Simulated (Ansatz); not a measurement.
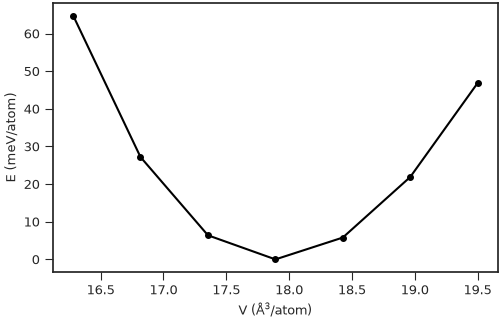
Figure: ScPd (CsCl type, Pm-3m) under volume change, r²SCAN (plane waves, PAW; program Ansatz), scaled uniformly.

What does a third-order Birch–Murnaghan fit give for V₀, B₀ and B′?

V₀ = 17.89 Å³/atom, B₀ = 121 GPa, B′ = 4.4.

The workflow started from an entry of the Crystallography Open Database (COD). Its standing as an ambient phase is unchecked. The cell was relaxed with r²SCAN under the symmetry of its start; whether a distortion lowers the energy is not shown. No spin polarisation was allowed.

Potentials: the later of the program's two PAW sets.
